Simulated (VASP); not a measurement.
Band structure of CoAl (CsCl type). Level of theory: PBE GGA with D3 dispersion (Becke-Johnson damping), VASP's PBE PAW potentials (set 64) (plane waves; VASP).

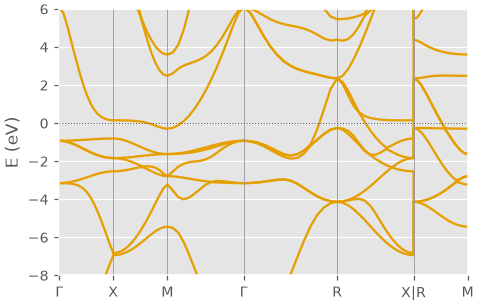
Figure: Bands along high-symmetry lines, zero at the valence-band maximum or, without a gap, the Fermi level

Problem. Read the plot: is there a gap, and where are the band edges?

Solution. It has no gap at this level: it comes out as a metal or semimetal. (Edges off the drawn lines would not show.)

The compound is CoAl in the CsCl type structure. It was relaxed first. The run is not spin-polarised, so no magnetic state was tried.
